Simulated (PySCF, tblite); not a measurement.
# C₁₆H₃₂O₁₂Si₈: electronic excitations, NMR shifts

Wanted: electronic excitations, NMR shifts for C₁₆H₃₂O₁₂Si₈ (`C#C[Si@@]12O[Si@@]3(C#C)O[Si@@]4(CC)O[Si@@](CC)(O1)O[Si@@]1(CC)O[Si@@](CC)(O2)O[Si@@](CC)(O3)O[Si@@](CC)(O4)O1`).

Programs: tblite 0.8.0 and PySCF 2.14.0, with routines of our own; each step states its level. All values are computed. Atoms count from 0.

## (1) The starting structure

68 atoms, charge 0, multiplicity 1; geometry from: force field, distance geometry or constructed start.

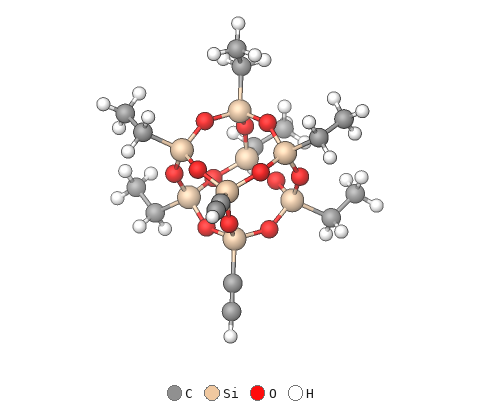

The starting geometry (carbon grey, silicon light orange, oxygen red, hydrogen white).

## (2) Relaxing the molecule with GFN2-xTB

The job: settings as JSON, then the geometry in Å.

```
{"job": {"kind": "relax", "xc": "GFN2-xTB", "basis": "xTB"}, "charge": 0, "multiplicity": 1}
C      0.680800    -3.358000     5.360700
C      0.552800    -2.641700     4.395300
Si     0.371400    -1.518600     2.884800
O      0.255600     0.038100     3.397700
Si     0.053900     1.598900     2.970000
C      0.024300     2.661600     4.540500
C      0.010600     3.334000     5.536500
O      1.307100     2.113900     2.030900
Si     2.147700     1.876100     0.638400
C      3.588100     3.129500     0.591000
C      4.475400     3.028800    -0.646200
O      2.774400     0.358000     0.596200
Si     2.454400    -1.252300     0.561400
C      4.123300    -2.192400     0.443400
C      4.956800    -1.854000    -0.780600
O      1.685700    -1.719600     1.935500
O      1.563600    -1.630300    -0.769700
Si     0.133300    -1.431900    -1.560500
C      0.161600    -2.493900    -3.143300
C      0.344900    -3.987400    -2.903400
O     -1.119400    -1.926800    -0.616000
Si    -1.957200    -1.697900     0.777500
C     -3.397200    -2.948700     0.829700
C     -4.391700    -2.832700    -0.330800
O     -0.996900    -1.960900     2.085000
O     -2.594900    -0.182800     0.828500
Si    -2.268100     1.433400     0.860700
C     -3.933300     2.370500     0.964200
C     -4.878100     2.115200    -0.204400
O     -1.374400     1.810200     2.189400
O     -1.493500     1.898400    -0.514900
Si    -0.180100     1.702600    -1.476400
C     -0.374000     2.835000    -3.006400
C     -1.605300     2.554400    -3.847200
O      1.188900     2.144800    -0.676100
O     -0.064900     0.146800    -1.999100
H      0.781300    -3.986300     6.210800
H     -0.003500     3.927900     6.422400
H      3.166700     4.134300     0.650400
H      4.194700     2.980400     1.488700
H      5.276200     3.774700    -0.591600
H      4.950200     2.036500    -0.717900
H      3.911400     3.207500    -1.565800
H      4.698600    -1.966600     1.349100
H      3.899100    -3.263800     0.458900
H      4.423200    -2.097500    -1.710000
H      5.224500    -0.795900    -0.809200
H      5.889000    -2.433500    -0.766800
H     -0.775600    -2.324500    -3.682900
H      0.976400    -2.129300    -3.781500
H      1.286900    -4.207100    -2.392200
H     -0.463800    -4.394100    -2.294700
H      0.346700    -4.525400    -3.860100
H     -2.974600    -3.962800     0.823200
H     -3.930900    -2.821800     1.773700
H     -3.895900    -2.980600    -1.294900
H     -4.853100    -1.845700    -0.347800
H     -5.176400    -3.570600    -0.230800
H     -4.424100     2.082900     1.903300
H     -3.712600     3.443400     1.022800
H     -4.434200     2.418500    -1.153400
H     -5.141000     1.054500    -0.278300
H     -5.801600     2.686400    -0.067900
H      0.524200     2.727100    -3.622000
H     -0.395300     3.875500    -2.651000
H     -1.604800     1.535000    -4.242300
H     -2.525000     2.691300    -3.272600
H     -1.641100     3.241600    -4.696200
```

Command:

```sh
> OMP_NUM_THREADS=4 python large_run.py task.json out
```

One launch serves the whole session: the jobs run in the order shown.

Log:

```text
step      E/eV     max force
  0   -3112.84803    0.948
  1   -3112.93821    1.929
  2   -3112.99706    2.308
  3   -3113.08526    0.474
  4   -3113.12697    0.772
  5   -3113.14830    0.597
  6   -3113.16706    0.886
  7   -3113.18244    1.414
  8   -3113.20586    0.432
  9   -3113.22694    0.359
 10   -3113.23426    0.310
 11   -3113.24139    0.160
 12   -3113.24529    0.172
 13   -3113.24880    0.149
 14   -3113.25199    0.118
 15   -3113.25582    0.115
 16   -3113.25946    0.101
 17   -3113.26215    0.081
 18   -3113.26365    0.069
 19   -3113.26456    0.051
 20   -3113.26530    0.035
 21   -3113.26601    0.046
 22   -3113.26666    0.039
 23   -3113.26722    0.035
 24   -3113.26770    0.031
 25   -3113.26816    0.036
 26   -3113.26859    0.034
 27   -3113.26899    0.029
 28   -3113.26936    0.031
 29   -3113.26970    0.036
 30   -3113.27001    0.034
 31   -3113.27026    0.025
 32   -3113.27049    0.028
 33   -3113.27080    0.027
 34   -3113.27127    0.042
 35   -3113.27188    0.047
 36   -3113.27241    0.033
 37   -3113.27276    0.023
 38   -3113.27301    0.023
 39   -3113.27323    0.027
 40   -3113.27345    0.026
 41   -3113.27364    0.020
```

It took 2.9 s on 4 threads of Arm Neoverse V2, shared host; peak memory 0.19 GiB.

The steps of the relaxation:

```tsv
step	energy from step 0 (eV)	largest force (eV/Å)
0	0.0000	0.9481
1	-0.0902	1.9294
2	-0.1490	2.3085
3	-0.2372	0.4737
4	-0.2789	0.7722
5	-0.3003	0.5972
6	-0.3190	0.8860
7	-0.3344	1.4144
8	-0.3578	0.4322
10	-0.3862	0.3101
13	-0.4008	0.1488
15	-0.4078	0.1144
18	-0.4156	0.0691
21	-0.4180	0.0460
23	-0.4192	0.0351
26	-0.4206	0.0338
29	-0.4217	0.0355
31	-0.4222	0.0255
34	-0.4232	0.0422
37	-0.4247	0.0239
38	-0.4250	0.0224
39	-0.4252	0.0276
40	-0.4254	0.0261
41	-0.4256	0.0195
```

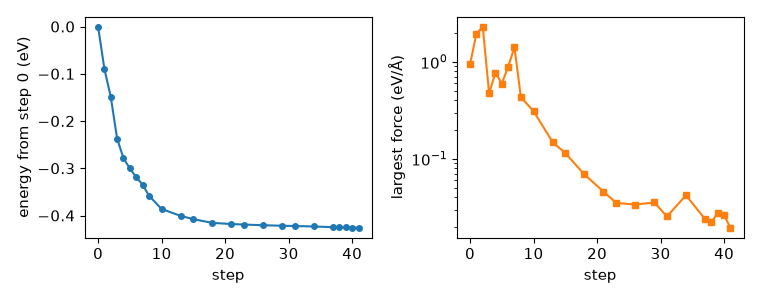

Energy and largest force along the relaxation.

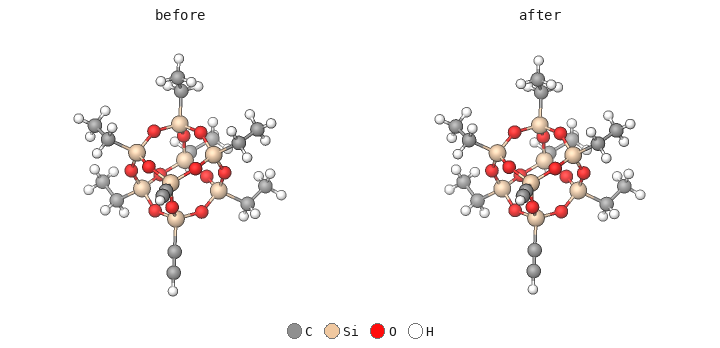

Before and after, at one scale.

Close pairs (by a distance rule), those that changed most:

```tsv
bond	before (Å)	after (Å)	change (Å)
Si4–C5	1.896	1.848	-0.048
C1–Si2	1.891	1.848	-0.043
Si4–O7	1.649	1.615	-0.034
Si17–O35	1.650	1.620	-0.030
Si2–O24	1.645	1.615	-0.030
Si8–O34	1.649	1.620	-0.029
O25–Si26	1.649	1.620	-0.029
Si2–O3	1.643	1.615	-0.029
```

The next job starts from the end point, and lists it.

## (3) Electronic excitations: TDA CAM-B3LYP/6-31G*

The job: settings as JSON, then the geometry in Å.

```
{"job": {"kind": "uv", "basis": "6-31G*", "grid": 1, "kgrid": 0, "vcut": 1.5, "nstates": 6, "ntriplets": 2, "tda": true, "delta": ["ip_vertical"], "pop": true, "xc": "CAM-B3LYP"}, "charge": 0, "multiplicity": 1}
C      0.665182    -3.286630     5.266269
C      0.543941    -2.576051     4.305724
Si     0.357467    -1.490640     2.821553
O      0.231835     0.027440     3.356691
Si     0.050347     1.566248     2.901096
C      0.024244     2.594909     4.436505
C      0.011351     3.267088     5.431666
O      1.300504     2.068137     2.010371
Si     2.125948     1.848106     0.634962
C      3.544688     3.096502     0.603533
C      4.423931     2.984946    -0.639461
O      2.732856     0.347625     0.571321
Si     2.421804    -1.242834     0.543369
C      4.063543    -2.176320     0.456370
C      4.894751    -1.830710    -0.776527
O      1.671375    -1.695510     1.905015
O      1.525531    -1.614287    -0.754301
Si     0.126362    -1.396171    -1.543657
C      0.153553    -2.442079    -3.121626
C      0.338251    -3.932853    -2.845696
O     -1.112496    -1.884537    -0.619440
Si    -1.932373    -1.683171     0.764264
C     -3.352633    -2.929621     0.831953
C     -4.334454    -2.790225    -0.328683
O     -0.978527    -1.958471     2.043308
O     -2.547847    -0.184732     0.824328
Si    -2.242314     1.406274     0.844581
C     -3.879999     2.342784     0.965393
C     -4.823634     2.082575    -0.205755
O     -1.357313     1.795321     2.143964
O     -1.475033     1.855614    -0.510153
Si    -0.164769     1.687842    -1.448787
C     -0.341423     2.817797    -2.957087
C     -1.588037     2.515410    -3.785801
O      1.172694     2.122528    -0.645836
O     -0.048205     0.157345    -1.968373
H      0.770763    -3.909077     6.108356
H     -0.000402     3.855287     6.304425
H      3.133973     4.104284     0.657055
H      4.163997     2.968964     1.490669
H      5.225456     3.721339    -0.612527
H      4.864097     1.994015    -0.700966
H      3.830128     3.147704    -1.534088
H      4.646200    -1.955615     1.350305
H      3.876403    -3.249552     0.469945
H      4.340662    -2.061970    -1.681422
H      5.127649    -0.770071    -0.784892
H      5.827136    -2.392842    -0.783768
H     -0.772880    -2.296945    -3.676967
H      0.957423    -2.099894    -3.773079
H      1.273581    -4.101403    -2.320095
H     -0.471407    -4.300916    -2.222189
H      0.351043    -4.500229    -3.775175
H     -2.950186    -3.942281     0.839035
H     -3.892182    -2.808048     1.770884
H     -3.819506    -2.930807    -1.274466
H     -4.775337    -1.797642    -0.327983
H     -5.132036    -3.527321    -0.251022
H     -4.382194     2.070310     1.893033
H     -3.678846     3.411626     1.027797
H     -4.354030     2.376331    -1.139765
H     -5.064638     1.025559    -0.267053
H     -5.748340     2.645098    -0.088432
H      0.538240     2.716727    -3.592624
H     -0.371410     3.859023    -2.636874
H     -1.558221     1.490141    -4.143010
H     -2.479538     2.636963    -3.177366
H     -1.655523     3.183886    -4.642806
```

With the program's defaults for keys left out, this is: TDA CAM-B3LYP/6-31G*, vertical, gas phase, core orbitals frozen in the response, virtual orbitals cut by energy.

Log:

```text
start: PBE on a coarse grid of 59141 points
cycle   1  E = -3844.4783215017  dE =  6.404e+00  |g| = 2.814e+00  |ddm| = 8.812e+00
cycle   2  E = -3841.5003896293  dE =  2.978e+00  |g| = 4.738e+00  |ddm| = 6.196e+00
cycle   3  E = -3846.0011299058  dE = -4.501e+00  |g| = 4.836e-01  |ddm| = 4.281e+00
cycle   4  E = -3846.0328532849  dE = -3.172e-02  |g| = 3.428e-01  |ddm| = 7.070e-01
cycle   5  E = -3846.0555527569  dE = -2.270e-02  |g| = 1.852e-01  |ddm| = 3.597e-01
cycle   6  E = -3846.0642801856  dE = -8.727e-03  |g| = 2.334e-02  |ddm| = 1.588e-01
cycle   7  E = -3846.0644070033  dE = -1.268e-04  |g| = 6.147e-03  |ddm| = 2.796e-02
final grid: 247882 points
cycle   8  E = -3848.0573031545  dE = -2.497e-02  |g| = 1.619e-01  |ddm| = 5.225e-01
cycle   9  E = -3848.0567371921  dE =  5.660e-04  |g| = 1.723e-01  |ddm| = 2.197e-01
cycle  10  E = -3848.0619813610  dE = -5.244e-03  |g| = 1.196e-02  |ddm| = 1.164e-01
cycle  11  E = -3848.0620113159  dE = -2.995e-05  |g| = 4.680e-03  |ddm| = 1.556e-02
cycle  12  E = -3848.0620144457  dE = -3.130e-06  |g| = 1.521e-03  |ddm| = 5.636e-03
cycle  13  E = -3848.0620134967  dE =  9.490e-07  |g| = 4.105e-04  |ddm| = 1.357e-03
cycle  14  E = -3848.0620171958  dE = -3.699e-06  |g| = 1.024e-04  |ddm| = 4.675e-04
cycle  15  E = -3848.0620166470  dE =  5.487e-07  |g| = 2.558e-05  |ddm| = 1.319e-04
converged SCF energy = -3848.0620166470
Vertical ionisation energy (delta-SCF) = 10.0165 eV   <S^2> = 0.754

Static polarisability (au): isotropic 301.090, principal 289.697 298.047 315.526

Singlet excitations
state   eV       nm        f      main configurations
  1   6.3383    195.6   0.00000   H-2->L+2 0.19, H->L+1 0.18, H-3->L+4 0.16
  2   6.3389    195.6   0.00000   H-1->L+2 0.21, H->L+4 0.17, H-3->L+1 0.16
  3   6.6124    187.5   0.00000   H-2->L+2 0.25, H->L+1 0.24, H-1->L+3 0.21
  4   6.6128    187.5   0.00004   H-3->L+2 0.24, H-1->L+1 0.23, H->L+3 0.21
  5   6.6149    187.4   0.00003   H->L+2 0.24, H-2->L+1 0.22, H-1->L+4 0.22
  6   6.6156    187.4   0.00004   H-1->L+2 0.25, H-3->L+1 0.24, H->L+4 0.21

Triplet excitations (Tamm-Dancoff, eV): 5.1091 5.1098
```

It took 8.5 min on 4 threads of Arm Neoverse V2, shared host; peak memory 3.8 GiB.

The orbitals next to the gap, with their largest atomic shares:

```tsv
orbital	eV	atoms
HOMO−4	-9.65	C9 11 %, C13 10 %, C27 10 %
HOMO−3	-9.37	C0 26 %, C1 26 %, C6 22 %
HOMO−2	-9.35	C0 30 %, C1 29 %, C6 18 %
HOMO−1	-9.32	C6 30 %, C5 28 %, C0 18 %
HOMO	-9.30	C6 26 %, C5 24 %, C0 22 %
LUMO	1.38	Si2 8 %, Si4 8 %, Si21 8 %
LUMO+1	1.81	C0 20 %, C6 17 %, C1 14 %
LUMO+2	1.84	C6 19 %, C0 18 %, C5 13 %
LUMO+3	2.02	C0 19 %, C6 19 %, C1 14 %
```

Further results of this job:

```tsv
property	computed
dipole moment (D)	0.66
polarisability (Å³)	44.62
HOMO–LUMO gap (eV)	10.68
−ε(HOMO) (eV)	9.30
```

(Part 1 of 2 ends here.)
